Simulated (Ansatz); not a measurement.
# Run report: CH$_{7}$Al, molecular dynamics (part 4 of 4)

CH$_{7}$Al; RKS PBE/cc-pVDZ (Ansatz 0.2.0). It belongs to a series of runs on one base structure; here: dynamics from the highest image of the converged band.

Geometry of the input (Å):
```
Al -0.0428  -0.2748  0.0604
C  -0.0257  -0.0706  2.2312
H  -0.9940  -0.1874  2.7569
H  0.7901  -0.5024  2.8459
H  0.1818  1.0213  2.1697
H  1.4301  -0.0561  -0.5097
H  -1.4601  0.2029  -0.4908
H  -0.1846  -1.9678  0.5354
H  -0.1230  -1.3086  1.3866
```

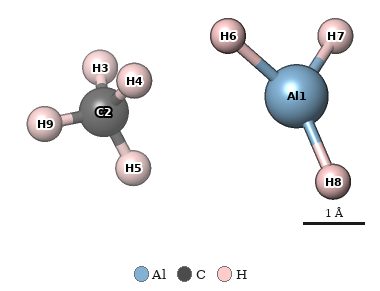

**Figure 1.** The geometry at step 162 of the log (ball-and-stick view, seen at a tilt; atoms are numbered from 1 in the order of the input).

Trajectory as extended XYZ, continued
```
9
Properties=species:S:1:pos:R:3:forces:R:3 step=125 time_fs=62.5 energy=-7740.93732 temperature=1299.7
Al   -0.0087   -0.3196   -0.4802   -0.4458  -1.1735   0.2696
C    -0.0811   -0.0688    3.1953   -0.2420   0.2784   1.2880
H    -0.3747    0.6946    3.9561   -0.1724  -0.1744  -0.1585
H     0.7372    0.4073    2.6524    0.5250  -0.2162  -0.3828
H    -0.9505   -0.2530    2.5517   -0.2060  -0.1554  -0.2114
H     1.5267   -0.3871    0.0314   -0.1224   0.5121  -0.1459
H    -1.2420    0.7289   -0.3674    0.4610   0.2038  -0.0487
H    -0.5166   -1.8335   -0.9237    0.1267   0.4671  -0.0547
H     0.2074   -0.9795    3.7785    0.0759   0.2581  -0.5555
9
Properties=species:S:1:pos:R:3:forces:R:3 step=129 time_fs=64.5 energy=-7740.87384 temperature=1231.9
Al   -0.0083   -0.3252   -0.5051   -0.2775  -0.8003   0.3844
C    -0.0806   -0.0634    3.2430   -0.4954  -0.6466   0.5066
H    -0.3936    0.7166    3.9913    0.1064  -0.2909  -0.3763
H     0.7232    0.4036    2.5900   -0.4565  -0.7111   0.5678
H    -1.0223   -0.3027    2.6131    1.1857   0.1173   0.7242
H     1.5330   -0.3278    0.0257   -0.2412   0.3593  -0.2117
H    -1.1823    0.7903   -0.3739    0.4037   0.0864  -0.0839
H    -0.5377   -1.8149   -0.9551    0.1284   0.3635  -0.0650
H     0.2506   -1.0017    3.8834   -0.3535   1.5225  -1.4463
9
Properties=species:S:1:pos:R:3:forces:R:3 step=133 time_fs=66.5 energy=-7740.90379 temperature=1265.3
Al   -0.0082   -0.3319   -0.5293   -0.0879  -0.2566   0.4873
C    -0.0816   -0.0598    3.2924   -0.5531  -0.7441  -0.4122
H    -0.4090    0.7285    4.0132    0.2297  -0.0704  -0.2622
H     0.6937    0.3742    2.5481   -0.8098  -0.7457   1.1331
H    -1.0522   -0.3485    2.6997    1.4645   0.2224   0.8190
H     1.5305   -0.2549    0.0121   -0.2637   0.1713  -0.2385
H    -1.1074    0.8550   -0.3835    0.2900  -0.0201  -0.1143
H    -0.5540   -1.7827   -0.9890    0.0701   0.1141  -0.1092
H     0.2816   -0.9699    3.9360   -0.3398   1.3291  -1.3029
9
Properties=species:S:1:pos:R:3:forces:R:3 step=138 time_fs=69.0 energy=-7741.07217 temperature=1448.5
Al   -0.0084   -0.3408   -0.5587    0.1191   0.4963   0.5598
C    -0.0855   -0.0581    3.3520   -0.7438   0.5885  -1.1291
H    -0.4162    0.7420    4.0283    0.2279   0.3984   0.0761
H     0.6179    0.3012    2.5527   -0.1641  -0.1015   0.6421
H    -1.0190   -0.3958    2.8471    0.1239  -0.1394   0.0118
H     1.5138   -0.1555   -0.0176   -0.1515  -0.0857  -0.2107
H    -0.9989    0.9344   -0.4019    0.0874  -0.1362  -0.1435
H    -0.5712   -1.7380   -1.0377   -0.0511  -0.2671  -0.1826
H     0.3070   -0.8702    3.9409    0.5522  -0.7533   0.3762
9
Properties=species:S:1:pos:R:3:forces:R:3 step=142 time_fs=71.0 energy=-7740.92132 temperature=1285.2
Al   -0.0083   -0.3472   -0.5813    0.1932   0.9381   0.5316
C    -0.0912   -0.0551    3.3961   -0.7633   1.4550  -0.2852
H    -0.4121    0.7677    4.0421    0.2463   0.4659   0.1427
H     0.5491    0.2368    2.5836    0.8041   0.6082  -0.6147
H    -0.9840   -0.4394    2.9680   -1.4920  -0.7287  -0.7124
H     1.4937   -0.0790   -0.0504    0.0207  -0.2824  -0.1513
H    -0.9078    0.9925   -0.4226   -0.1018  -0.2129  -0.1609
H    -0.5868   -1.7123   -1.0842   -0.1115  -0.4364  -0.1978
H     0.3479   -0.8142    3.9546    1.2046  -1.8067   1.4480
9
Properties=species:S:1:pos:R:3:forces:R:3 step=146 time_fs=73.0 energy=-7740.95775 temperature=1322.9
Al   -0.0080   -0.3522   -0.6031    0.1582   1.0948   0.4022
C    -0.0992   -0.0481    3.4394   -0.2714  -0.3768   0.8860
H    -0.3985    0.8102    4.0606    0.2669   0.1775  -0.0039
H     0.5081    0.1937    2.5939    0.8462   0.7257  -0.9436
H    -0.9990   -0.5080    3.0655   -1.0111  -0.4645  -0.3475
H     1.4745   -0.0131   -0.0890    0.2094  -0.4529  -0.0809
H    -0.8207    1.0424   -0.4495   -0.2918  -0.2709  -0.1724
H    -0.6062   -1.7025   -1.1379   -0.0781  -0.3645  -0.1248
H     0.4290   -0.8174    4.0161    0.1717  -0.0683   0.3850
9
Properties=species:S:1:pos:R:3:forces:R:3 step=150 time_fs=75.0 energy=-7740.85812 temperature=1213.5
Al   -0.0075   -0.3558   -0.6244    0.0739   1.0171   0.2015
C    -0.1081   -0.0423    3.4850    0.2333  -1.9697   0.1973
H    -0.3749    0.8591    4.0789    0.2116  -0.2253  -0.1805
H     0.4960    0.1767    2.5733   -0.1482   0.3009   0.2566
H    -1.0491   -0.5919    3.1504    0.6498   0.5605   0.3365
H     1.4631    0.0355   -0.1308    0.3462  -0.5908  -0.0217
H    -0.7446    1.0821   -0.4829   -0.4581  -0.3064  -0.1738
H    -0.6285   -1.7061   -1.1963    0.0345  -0.1124   0.0243
H     0.5167   -0.8251    4.0931   -0.9430   1.3260  -0.6402
9
Properties=species:S:1:pos:R:3:forces:R:3 step=154 time_fs=77.0 energy=-7740.68350 temperature=1022.5
Al   -0.0068   -0.3578   -0.6454    0.0390   0.8630  -0.0043
C    -0.1163   -0.0424    3.5312    0.5875  -2.0527  -0.6138
H    -0.3435    0.8997    4.0907    0.0606  -0.4910  -0.2472
H     0.4796    0.1715    2.5611   -0.7882  -0.0373   1.1367
H    -1.0776   -0.6558    3.2466    1.3475   1.1507   0.5061
H     1.4647    0.0615   -0.1734    0.3774  -0.6933   0.0131
H    -0.6860    1.1101   -0.5230   -0.5768  -0.3186  -0.1599
H    -0.6493   -1.7140   -1.2536    0.1574   0.1574   0.1871
H     0.5710   -0.7860    4.1482   -1.2043   1.4219  -0.8178
9
Properties=species:S:1:pos:R:3:forces:R:3 step=158 time_fs=79.0 energy=-7740.78005 temperature=1127.1
Al   -0.0061   -0.3587   -0.6664    0.1064   0.7487  -0.1641
C    -0.1227   -0.0488    3.5756    0.5101  -0.7911  -0.9641
H    -0.3101    0.9225    4.0935   -0.1726  -0.4561  -0.1490
H     0.4352    0.1656    2.5893   -0.7162  -0.1569   0.9598
H    -1.0581   -0.6781    3.3609    0.8229   0.9347   0.2811
H     1.4804    0.0612   -0.2156    0.2919  -0.7507   0.0252
H    -0.6492    1.1259   -0.5692   -0.6301  -0.3088  -0.1272
H    -0.6643   -1.7162   -1.3039    0.2298   0.3187   0.3033
H     0.5822   -0.6956    4.1744   -0.4422   0.4616  -0.1649
9
Properties=species:S:1:pos:R:3:forces:R:3 step=162 time_fs=81.0 energy=-7740.79876 temperature=1147.7
Al   -0.0052   -0.3584   -0.6876    0.2621   0.7079  -0.2567
C    -0.1276   -0.0574    3.6170    0.1526   1.3149  -0.8624
H    -0.2833    0.9289    4.0910   -0.4345  -0.1052   0.0777
H     0.3651    0.1543    2.6510   -0.0759  -0.0757  -0.2753
H    -1.0108   -0.6674    3.4856   -0.8235  -0.1609  -0.0565
H     1.5070    0.0323   -0.2569    0.1239  -0.7457   0.0267
H    -0.6363    1.1300   -0.6201   -0.6120  -0.2789  -0.0767
H    -0.6708   -1.7067   -1.3429    0.2243   0.3220   0.3407
H     0.5796   -0.5894    4.1965    1.1831  -0.9784   1.0824
9
Properties=species:S:1:pos:R:3:forces:R:3 step=167 time_fs=83.5 energy=-7740.80356 temperature=1154.1
Al   -0.0036   -0.3567   -0.7146    0.5071   0.7432  -0.2720
C    -0.1325   -0.0627    3.6658    0.8217   1.2534   0.8230
H    -0.2738    0.9333    4.0930   -0.6191   0.3643   0.3090
H     0.2766    0.1367    2.7059    0.5672  -0.0301  -1.6721
H    -0.9988   -0.6660    3.6397   -1.5413  -0.8368  -0.0288
H     1.5459   -0.0433   -0.3070   -0.1143  -0.6338   0.0314
H    -0.6526    1.1204   -0.6876   -0.5006  -0.2180   0.0022
H    -0.6674   -1.6787   -1.3737    0.1055   0.1100   0.2678
H     0.6343   -0.5038    4.2765    0.7738  -0.7522   0.5395
9
Properties=species:S:1:pos:R:3:forces:R:3 step=171 time_fs=85.5 energy=-7740.93180 temperature=1294.0
Al   -0.0015   -0.3541   -0.7367    0.6675   0.7928  -0.2271
C    -0.1338   -0.0625    3.7070    0.9292  -0.1015   1.1289
H    -0.2917    0.9498    4.1065   -0.5168   0.2081   0.2119
H     0.2258    0.1201    2.6883    0.1424  -0.3682  -0.4647
H    -1.0482   -0.6952    3.7609    0.2961   0.2262  -0.0465
H     1.5730   -0.1313   -0.3457   -0.2598  -0.4666   0.0462
H    -0.6874    1.1031   -0.7417   -0.3602  -0.1589   0.0686
H    -0.6600   -1.6511   -1.3868   -0.0507  -0.1686   0.1402
H     0.7120   -0.4689    4.3651   -0.8477   0.0365  -0.8575
9
Properties=species:S:1:pos:R:3:forces:R:3 step=175 time_fs=87.5 energy=-7740.84784 temperature=1203.4
Al    0.0016   -0.3504   -0.7591    0.7136   0.7668  -0.1913
C    -0.1323   -0.0622    3.7515    0.4365  -0.2484   0.4626
H    -0.3289    0.9730    4.1275   -0.2395  -0.3139  -0.0574
H     0.1808    0.0900    2.6541   -0.2692  -0.5635   1.1739
H    -1.0888   -0.7175    3.8797    1.5100   0.8861  -0.2721
H     1.5903   -0.2370   -0.3827   -0.3268  -0.2544   0.0730
H    -0.7360    1.0798   -0.7932   -0.1933  -0.1008   0.1296
H    -0.6544   -1.6299   -1.3945   -0.1975  -0.4143   0.0154
H     0.7605   -0.4345    4.4239   -1.4337   0.2424  -1.3336
9
Properties=species:S:1:pos:R:3:forces:R:3 step=179 time_fs=89.5 energy=-7740.90784 temperature=1269.1
Al    0.0056   -0.3456   -0.7817    0.5821   0.5551  -0.2294
C    -0.1294   -0.0625    3.7976   -0.4065   0.3587  -0.2555
H    -0.3752    0.9851    4.1468    0.0609  -0.5875  -0.2236
H     0.1267    0.0393    2.6611   -0.2692  -0.4531   1.6726
H    -1.0755   -0.7084    3.9885    1.4109   0.6821  -0.3827
H     1.5954   -0.3524   -0.4168   -0.3094  -0.0285   0.1075
H    -0.7919    1.0526   -0.8398   -0.0173  -0.0497   0.1792
H    -0.6562   -1.6240   -1.4013   -0.2595  -0.4799  -0.0342
H     0.7578   -0.3922    4.4345   -0.7919   0.0028  -0.8338
9
Properties=species:S:1:pos:R:3:forces:R:3 step=183 time_fs=91.5 energy=-7741.00741 temperature=1377.3
Al    0.0105   -0.3401   -0.8048    0.2823   0.1342  -0.3474
C    -0.1280   -0.0616    3.8428   -1.3302   1.3601  -0.9661
H    -0.4195    0.9763    4.1580    0.2486  -0.3021  -0.1831
H     0.0631   -0.0284    2.7280   -0.0116  -0.2092   0.7912
H    -1.0120   -0.6757    4.0837    0.0704  -0.3420  -0.1208
H     1.5888   -0.4690   -0.4468   -0.2290   0.1825   0.1418
H    -0.8485    1.0234   -0.8796    0.1507  -0.0023   0.2133
H    -0.6675   -1.6357   -1.4092   -0.2071  -0.3164   0.0099
H     0.7287   -0.3506    4.4159    1.0259  -0.5049   0.4612
9
Properties=species:S:1:pos:R:3:forces:R:3 step=188 time_fs=94.0 energy=-7740.86638 temperature=1224.1
Al    0.0171   -0.3330   -0.8342   -0.1749  -0.5174  -0.5005
C    -0.1315   -0.0543    3.8956   -0.5767   1.3978   0.1983
H    -0.4621    0.9539    4.1635    0.2290   0.5753   0.0246
H    -0.0156   -0.1240    2.8411    0.3080  -0.0956  -1.5401
H    -0.9371   -0.6595    4.2003   -1.4435  -1.5043   0.5244
H     1.5688   -0.6042   -0.4765   -0.0958   0.3987   0.1705
H    -0.9105    0.9871   -0.9178    0.3211   0.0678   0.2303
H    -0.6920   -1.6657   -1.4180   -0.0524   0.0510   0.1123
H     0.7483   -0.3244    4.4173    1.4851  -0.3732   0.7800
9
Properties=species:S:1:pos:R:3:forces:R:3 step=192 time_fs=96.0 energy=-7740.89470 temperature=1253.2
Al    0.0221   -0.3280   -0.8586   -0.4655  -0.9709  -0.5423
C    -0.1368   -0.0439    3.9381    0.2405  -0.6813   1.1682
H    -0.4862    0.9567    4.1680    0.1712   0.8295   0.0768
H    -0.0671   -0.2049    2.8794    0.2285  -0.0273  -1.1864
H    -0.9283   -0.7023    4.3115   -0.2266  -0.4609   0.1811
H     1.5483   -0.6958   -0.4931   -0.0016   0.5275   0.1748
H    -0.9470    0.9609   -0.9386    0.4068   0.1433   0.2234
H    -0.7144   -1.6887   -1.4206    0.0589   0.3014   0.1561
H     0.8224   -0.3190    4.4492   -0.4121   0.3386  -0.2517
9
Properties=species:S:1:pos:R:3:forces:R:3 step=196 time_fs=98.0 energy=-7740.75924 temperature=1104.8
Al    0.0265   -0.3245   -0.8837   -0.6257  -1.2759  -0.4877
C    -0.1416   -0.0354    3.9838    0.0842  -2.0925   0.4299
H    -0.5031    0.9882    4.1748    0.2995   0.1442  -0.0424
H    -0.1099   -0.2855    2.8773    0.1117   0.4119   0.7544
H    -0.9286   -0.7623    4.4289    0.9755   0.8669  -0.4392
H     1.5277   -0.7674   -0.5031    0.0686   0.6178   0.1612
H    -0.9680    0.9401   -0.9508    0.4416   0.2356   0.2005
H    -0.7347   -1.7005   -1.4175    0.1144   0.4250   0.1394
H     0.8839   -0.3020    4.4735   -1.4697   0.6669  -0.7163
9
Properties=species:S:1:pos:R:3:forces:R:3 step=200 time_fs=100.0 energy=-7740.65996 temperature=996.2
Al    0.0300   -0.3227   -0.9095   -0.6561  -1.3967  -0.3511
C    -0.1462   -0.0333    4.0310   -0.4294  -1.9074  -0.3753
H    -0.5086    1.0247    4.1802    0.4147  -0.7098  -0.1205
H    -0.1481   -0.3507    2.9004    0.1030   0.7447   1.6125
H    -0.8951   -0.7919    4.5309    1.0791   1.3112  -0.6190
H     1.5096   -0.8155   -0.5069    0.1197   0.6689   0.1333
H    -0.9722    0.9284   -0.9554    0.4351   0.3301   0.1662
H    -0.7509   -1.6966   -1.4091    0.1004   0.4006   0.0666
H     0.8932   -0.2608    4.4723   -1.1664   0.5583  -0.5125
```

Summary

- outcome: finished
- mean temperature over the second half: 1213 K
- trajectory: 200 steps, 100 fs
- ensemble: nve
- temperature in the input: 300.0 K
- time step: 0.5 fs
- potential energy (last step): −7740.6600 eV
- mean-field energy (last step): −7740.6600 eV
- largest force (length of the vector) (last step): 1.991 eV/Å
- hardware: 1 thread of Arm Neoverse V1, 24 GiB of memory available, shared host
- wall time: 4.9 min
- peak memory: 0.11 GiB

So short a trajectory is not equilibrated.
